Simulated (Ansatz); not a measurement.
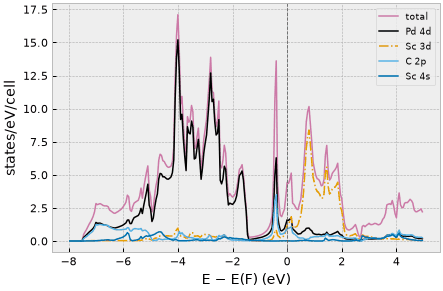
Figure. Total and projected density of states of ScPd$_{3}$C (anti-perovskite, Pm-3m), the program Ansatz at the PBE level (PAW)

Which orbitals carry the states next to the Fermi level?

Within 0.5 eV of the Fermi level: Pd 4d 38 %, C 2p 23 %, Sc 3d 23 %, outside the projected shells 15 %. Projections are on Löwdin-orthogonalised atomic valence shells; empty p or d shells of many metals are not among them.

Where is the tallest occupied peak in this window, and what makes it?

Near -4.0 eV, about 17 states/eV per cell; the largest projected share is Pd 4d.

The start of the workflow was typed in or built on a structure type; neither database checked (COD, Materials Project) lists it. Its standing as an ambient phase is unchecked. The PBE relaxation kept the symmetry of its start; whether a distortion lowers the energy is not shown. No spin polarisation was allowed. Scalar-relativistic: spin–orbit coupling is off unless named, which matters more the heavier the elements.

Potentials: the earlier of the program's two PAW sets.
